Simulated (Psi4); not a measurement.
# singlet Si2NH5F+: levels of theory compared

Wanted: a comparison of 3 runs (B3LYP/6-31G*, HSE06/6-31G*) of singlet Si2NH5F+. 

The calculation is run with Psi4 1.11.

2 further runs of the same task are left out: 2 set aside as unsound or not needed. Runs told in other sessions of the task aren't counted.

### 1 The system as given

Si2NH5F+: 9 atoms, total charge +1, spin state singlet. SMILES of the parent species: `F[SiH2]N[SiH2]`. The shape is that of a PBE0-D4/def2-TZVP optimisation. This is one conformer, not always the lowest. That shape belongs to the parent species and isn't relaxed for this state.

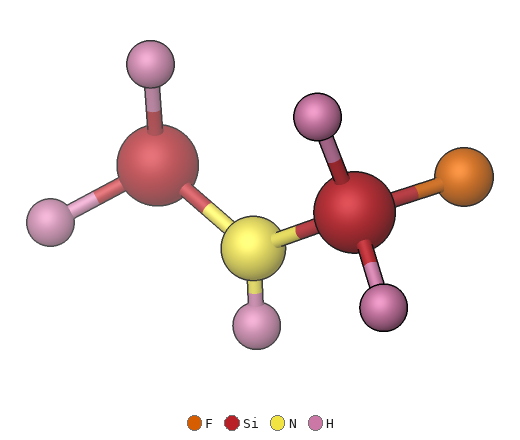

The structure, seen from a chosen angle (fluorine orange, silicon red, nitrogen yellow, hydrogen pink).

### 2 Energy and forces at B3LYP/6-31G(d) (spherical functions) (run 1)

Contents of run.py:

```python
import psi4

psi4.set_memory(2200000000)
psi4.set_num_threads(1)
psi4.set_output_file('psi4.out', False)

molecule = psi4.geometry("""
1 1
F     -3.36031099     2.28448991    -2.23327833
Si    -0.54424112     2.12329627    -1.14309533
N      0.45636886    -0.92861142    -0.76155963
Si     0.04459754    -2.89808398     1.82906592
H      1.08904917     3.39980627    -3.02129413
H     -0.57220907     3.36333456     1.35833514
H      1.13459157    -1.78049995    -2.33286690
H     -0.46543954    -1.22832198     4.03683295
H      2.38445642    -4.42328194     2.23497909
units bohr
symmetry c1
no_reorient
no_com
""")

psi4.set_options({
    'puream': True,
    'e_convergence': 1e-09,
    'd_convergence': 1e-08,
    'scf_type': 'pk',
    'dft_radial_points': 99,
    'dft_spherical_points': 590,
})

result, w = psi4.gradient("b3lyp/6-31G*", molecule=molecule, return_wfn=True)
print('gradient / Eh bohr^-1')
print(result.np.round(6))
print(f'energy = {w.energy():.10f} Eh')
```

The run is started by

```
$ python run.py
```

psi4.out:

```text
[...]
  Running in c1 symmetry.
[...]
  Nuclear repulsion =  217.045251755645722
[...]
  Multiplicity = 1
[...]
  Nalpha       = 24
  Nbeta        = 24
[...]
    Number of basis functions: 74
[...]
   @RKS iter   1:  -736.06221474034999    7.42762e-05   1.06821e-02 DIIS/ADIIS
[...]
   @RKS iter  12:  -736.34531063532961   -5.45697e-12   8.08410e-09 DIIS
[...]
    Orbital Energies [Eh]
    ---------------------
    Doubly Occupied:
       1A    -66.428248     2A    -66.345074     3A    -24.835654
       4A    -14.581019     5A     -5.584455     6A     -5.500505
       7A     -3.946547     8A     -3.940677     9A     -3.939118
      10A     -3.860661    11A     -3.858892    12A     -3.856406
      13A     -1.331665    14A     -1.102272    15A     -0.791108
      16A     -0.758664    17A     -0.676901    18A     -0.637711
      19A     -0.607961    20A     -0.595734    21A     -0.591422
      22A     -0.551772    23A     -0.542925    24A     -0.502359
[...]
  @RKS Final Energy:  -736.34531063532961
   => Energetics <=
    Nuclear Repulsion Energy =            217.0452517556457224
    One-Electron Energy =               -1440.9589742099446994
    Two-Electron Energy =                 536.7024462405785243
    DFT Exchange-Correlation Energy =     -49.1340344216092006
    Empirical Dispersion Energy =           0.0000000000000000
    VV10 Nonlocal Energy =                  0.0000000000000000
    Total Energy =                       -736.3453106353296107
[...]
 Multipole Moments:
 ------------------------------------------------------------------------------------
     Multipole            Electronic (a.u.)      Nuclear  (a.u.)        Total (a.u.)
 ------------------------------------------------------------------------------------
 L = 1.  Multiply by 2.5417464519 to convert [e a0] to [Debye]
 Dipole X            :         30.9159124          -30.4727785            0.4431339
 Dipole Y            :         -4.8774778            2.5441383           -2.3333395
 Dipole Z            :         14.4420430          -13.5508480            0.8911950
 Magnitude           :                                                    2.5367438
[...]
  -Total Gradient:
     Atom            X                  Y                   Z
    ------   -----------------  -----------------  -----------------
       1        0.001222470673     0.008125594737     0.000027602903
       2        0.021893453733    -0.064888467142     0.007896638644
       3        0.005928052160     0.064828076007    -0.027691605683
       4       -0.045329840866    -0.050699106633     0.005077090978
       5       -0.004763170945     0.007382947018    -0.002564377418
       6       -0.002685507129     0.006203454190    -0.001241183480
       7       -0.006768499418     0.003807788374     0.009210293344
       8        0.015603136716     0.009461021694     0.002142213666
       9        0.014859739089     0.015753979212     0.007112392509
[...]
```

On the terminal:

```text
gradient / Eh bohr^-1
[[ 1.2220e-03  8.1260e-03  2.8000e-05]
 [ 2.1893e-02 -6.4888e-02  7.8970e-03]
 [ 5.9280e-03  6.4828e-02 -2.7692e-02]
 [-4.5330e-02 -5.0699e-02  5.0770e-03]
 [-4.7630e-03  7.3830e-03 -2.5640e-03]
 [-2.6860e-03  6.2030e-03 -1.2410e-03]
 [-6.7680e-03  3.8080e-03  9.2100e-03]
 [ 1.5603e-02  9.4610e-03  2.1420e-03]
 [ 1.4860e-02  1.5754e-02  7.1120e-03]]
energy = -736.3453106353 Eh
```

Run time: 17 s. Hardware: 1 thread of Intel Xeon 6975P-C (Granite Rapids), shared host; peak memory 1.2 GiB.

### 3 Energy and gradient at HSE06/6-31G(d) (spherical functions) (run 2)

Contents of input.json:

```json
{
 "schema_name": "qcschema_input",
 "schema_version": 1,
 "molecule": {
  "schema_name": "qcschema_molecule",
  "schema_version": 2,
  "symbols": ["F", "Si", "N", "Si", "H", "H", "H", "H", "H"],
  "geometry": [-3.36031099, 2.28448991, -2.23327833, -0.54424112, 2.12329627, -1.14309533, 0.45636886, -0.92861142, -0.76155963, 0.04459754, -2.89808398, 1.82906592, 1.08904917, 3.39980627, -3.02129413, -0.57220907, 3.36333456, 1.35833514, 1.13459157, -1.78049995, -2.3328669, -0.46543954, -1.22832198, 4.03683295, 2.38445642, -4.42328194, 2.23497909],
  "molecular_charge": 1,
  "molecular_multiplicity": 1,
  "fix_symmetry": "c1"
 },
 "driver": "gradient",
 "model": {
  "method": "hse06",
  "basis": "6-31G*"
 },
 "keywords": {
  "reference": "rks",
  "puream": true,
  "e_convergence": 1e-09,
  "d_convergence": 1e-08,
  "scf_type": "pk",
  "dft_radial_points": 99,
  "dft_spherical_points": 590
 }
}
```

The run is started by

```
$ psi4 --qcschema input.json -n 1 --memory 2200MB
```

stdout:

```text
[...]
  Running in c1 symmetry.
[...]
  Nuclear repulsion =  217.045251755645751
[...]
  Multiplicity = 1
[...]
  Nalpha       = 24
  Nbeta        = 24
[...]
    Number of basis functions: 74
[...]
   @RKS iter   1:  -735.68700169059264    4.78260e-03   1.00463e-02 DIIS/ADIIS
[...]
   @RKS iter  12:  -735.94050186409538   -1.13687e-12   6.27186e-09 DIIS
[...]
    Orbital Energies [Eh]
    ---------------------
    Doubly Occupied:
       1A    -66.546987     2A    -66.460397     3A    -24.904982
       4A    -14.631727     5A     -5.619771     6A     -5.532471
       7A     -3.956915     8A     -3.950961     9A     -3.949347
      10A     -3.867827    11A     -3.865990    12A     -3.863444
      13A     -1.344062    14A     -1.108474    15A     -0.789571
      16A     -0.757266    17A     -0.673833    18A     -0.634807
      19A     -0.604988    20A     -0.591172    21A     -0.588233
      22A     -0.547292    23A     -0.538265    24A     -0.495829
[...]
  @RKS Final Energy:  -735.94050186409538
   => Energetics <=
    Nuclear Repulsion Energy =            217.0452517556457508
    One-Electron Energy =               -1441.0396949309167667
    Two-Electron Energy =                 534.5641203630627842
    DFT Exchange-Correlation Energy =     -46.5101790518871354
    Empirical Dispersion Energy =           0.0000000000000000
    VV10 Nonlocal Energy =                  0.0000000000000000
    Total Energy =                       -735.9405018640953813
[...]
 Multipole Moments:
 ------------------------------------------------------------------------------------
     Multipole            Electronic (a.u.)      Nuclear  (a.u.)        Total (a.u.)
 ------------------------------------------------------------------------------------
 L = 1.  Multiply by 2.5417464519 to convert [e a0] to [Debye]
 Dipole X            :         -3.7159831            4.8875406            1.1715576
 Dipole Y            :         -0.7937712           -1.6512751           -2.4450464
 Dipole Z            :         -1.6727080            2.9265060            1.2537980
 Magnitude           :                                                    2.9871070
[...]
  -Total Gradient:
     Atom            X                  Y                   Z
    ------   -----------------  -----------------  -----------------
       1       -0.001066418721     0.008261670563    -0.000898641132
       2        0.023464133415    -0.061638460441     0.008184551796
       3        0.006657677243     0.065339315208    -0.028608946790
       4       -0.045897709185    -0.053507463937     0.008210336844
       5       -0.004989023234     0.007156047063    -0.002131581692
       6       -0.002555961340     0.005983427497    -0.001995562101
       7       -0.006320649203     0.003240578782     0.008127237871
       8        0.015969560352     0.008993927541     0.001879719230
       9        0.014699634234     0.016132352342     0.007191113078
[...]
```

Run time: 37 s. Hardware: 1 thread of Intel Xeon 6975P-C (Granite Rapids), shared host; peak memory 1.2 GiB.

### 4 A single-point energy at B3LYP/6-31G(d) (Cartesian functions) (run 3)

Contents of fh5nsi2.dat:

```
memory 2.2 GB

molecule system {
  1 1
  F
  Si 1 R2
  N 2 R3 1 A3
  Si 3 R4 2 A4 1 D4
  H 2 R5 1 A5 3 D5
  H 2 R6 5 A6 1 D6
  H 3 R7 2 A7 6 D7
  H 4 R8 3 A8 7 D8
  H 4 R9 8 A9 3 D9

  R2 = 1.600246
  R3 = 1.711537
  A3 = 112.39074
  R4 = 1.735808
  A4 = 128.38013
  D4 = -87.09924
  R5 = 1.480254
  A5 = 106.10212
  D5 = 119.30613
  R6 = 1.477498
  A6 = 113.87365
  D6 = -117.24676
  R7 = 1.011643
  A7 = 115.67555
  D7 = -159.48388
  R8 = 1.48947
  A8 = 106.62122
  D8 = 169.1777
  R9 = 1.493549
  A9 = 110.97708
  D9 = 119.19123
  symmetry c1
}

set {
  basis                6-31G*
  reference            rks
  puream               false
  e_convergence        1e-09
  d_convergence        1e-08
  scf_type             pk
  dft_radial_points    99
  dft_spherical_points 590
}

e, wfn = energy("b3lyp", return_wfn=True)
```

The run is started by

```
$ psi4 -i fh5nsi2.dat -o fh5nsi2.out -n 1
```

fh5nsi2.out:

```text
[...]
  Running in c1 symmetry.
[...]
  Nuclear repulsion =  217.045219290877668
[...]
  Multiplicity = 1
[...]
  Nalpha       = 24
  Nbeta        = 24
[...]
    Number of basis functions: 78
[...]
   @RKS iter   1:  -736.06884820939797   -3.49905e-03   1.02323e-02 DIIS/ADIIS
[...]
   @RKS iter  12:  -736.35109258101136   -5.34328e-12   8.61129e-09 DIIS
[...]
    Orbital Energies [Eh]
    ---------------------
    Doubly Occupied:
       1A    -66.441274     2A    -66.356659     3A    -24.842551
       4A    -14.590372     5A     -5.587000     6A     -5.502401
       7A     -3.949599     8A     -3.943744     9A     -3.942165
      10A     -3.863015    11A     -3.861249    12A     -3.858757
      13A     -1.331920    14A     -1.102314    15A     -0.791109
      16A     -0.758651    17A     -0.676934    18A     -0.637731
      19A     -0.607964    20A     -0.595739    21A     -0.591432
      22A     -0.551796    23A     -0.542954    24A     -0.502356
[...]
  @RKS Final Energy:  -736.35109258101136
   => Energetics <=
    Nuclear Repulsion Energy =            217.0452192908776681
    One-Electron Energy =               -1440.8682203227981518
    Two-Electron Energy =                 536.5756263205959158
    DFT Exchange-Correlation Energy =     -49.1037178696868040
    Empirical Dispersion Energy =           0.0000000000000000
    VV10 Nonlocal Energy =                  0.0000000000000000
    Total Energy =                       -736.3510925810113577
[...]
 Multipole Moments:
 ------------------------------------------------------------------------------------
     Multipole            Electronic (a.u.)      Nuclear  (a.u.)        Total (a.u.)
 ------------------------------------------------------------------------------------
 L = 1.  Multiply by 2.5417464519 to convert [e a0] to [Debye]
 Dipole X            :          0.2381111           -0.9670872           -0.7289761
 Dipole Y            :         -0.9855131           -1.3478974           -2.3334105
 Dipole Z            :         -4.0377487            5.6944822            1.6567335
 Magnitude           :                                                    2.9531300
[...]
```

It took 11 s on 1 thread of Intel Xeon 6975P-C (Granite Rapids), shared host; peak memory 1.2 GiB.

### 5 Overview of the runs

```tsv
run	level	task	Cartesian functions	energy (Eh)	HOMO energy (eV)	LUMO energy (eV)	HOMO–LUMO gap (eV)	wall time
1	B3LYP/6-31G* (spherical functions)	gradient	no	-736.345311	-13.67	-10.19	3.48	17 s
2	HSE06/6-31G* (spherical functions)	gradient	no	-735.940502	-13.49	-10.38	3.12	37 s
3	B3LYP/6-31G* (Cartesian functions)	energy	yes	-736.351093	-13.67	-10.19	3.48	11 s
```

### 6 Results

```
            quantity          value
 run 3: total energy  -736.35109 Eh
  run 3: HOMO energy      -13.67 eV
  run 3: LUMO energy      -10.19 eV
run 3: HOMO–LUMO gap        3.48 eV
```

What this shows: The HOMO–LUMO gap runs from 3.12 eV (HSE06/6-31G*) to 3.48 eV (B3LYP/6-31G*). Totals of different functionals can't be ranked against each other. All runs together took 65 s, the longest 37 s.
